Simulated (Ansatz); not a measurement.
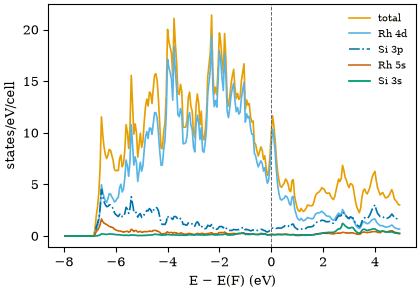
*Total and projected density of states of SiRh$_{2}$ in space group Pnma (No. 62; Si on 4c, Rh on 4c, Rh on 4c), plane-wave PAW PBEsol (Ansatz code)*

Question: Which orbitals carry the states next to the Fermi level?

Answer: Within 0.5 eV of the Fermi level: Rh 4d 84 %, Si 3p 9 %. Projections are on Löwdin-orthogonalised atomic valence shells; empty p or d shells of many metals are not among them.

Question: Where is the tallest occupied peak in this window, and what makes it?

Answer: Near -2.3 eV, about 21 states/eV per cell; the largest projected share is Rh 4d.

The first step of the workflow began from a Materials Project structure, measured or hypothetical; the Crystallography Open Database copy checked does not list it. Its standing as an ambient phase is unchecked. Symmetry was held in the PBEsol relaxation; its stability against distortions is not shown here. No spin polarisation was allowed. Spin–orbit coupling is left out wherever it is not named.

Potentials: the later of the program's two PAW sets.
